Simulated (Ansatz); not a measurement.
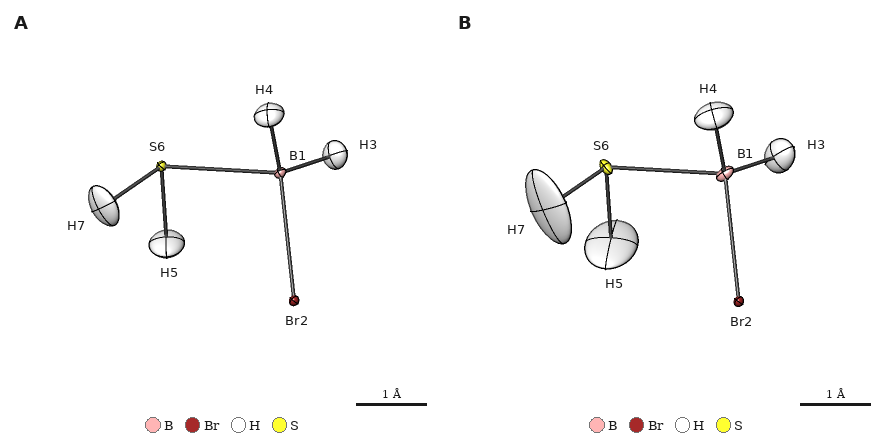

Displacement ellipsoids at the 50 % level, from the internal vibrations of the free molecule (harmonic, no overall translation or rotation; no half-axis is drawn under 0.075 Å). Vibrations computed with RKS PBE0-D4/def2-TZVP (Ansatz 0.2.0). One panel is for 0 K (zero-point motion alone), the other for 600 K.

### Which panel is for 600 K?

B.

### How much does the mean-square displacement of H5 grow, and why?

U_eq goes from 0.0253 to 0.0691 Å², a factor of 2.7. Modes below kT (417 cm⁻¹ at 600 K) grow about in proportion to T, and the lowest lies at 174 cm⁻¹; the mean-square amplitude of a mode is its zero-point value times coth(ħω/2kT), which comes close to 1 only above about 3kT.
